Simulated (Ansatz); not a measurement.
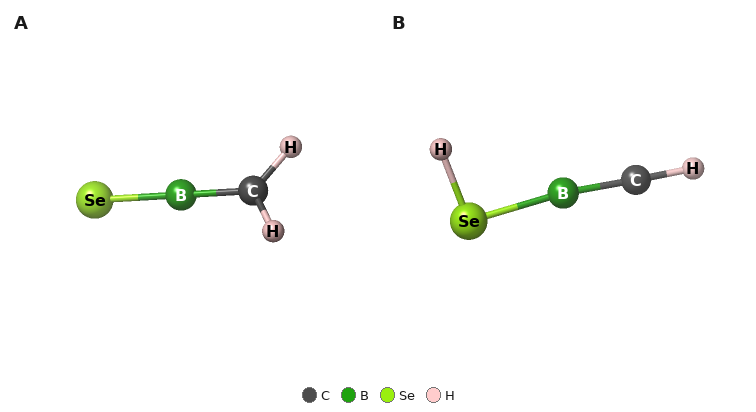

2 stationary structures of one formula. State: charge +1, singlet. Geometries: PBE-D4/def2-SVP. Electronic energies: PBE-D4/def2-SVP (Ansatz 0.2.0), without zero-point energy. No frequency run is at hand to confirm each as a minimum.

**Which structure is the most stable?**

A is lowest; B lies 1.969 eV above it.
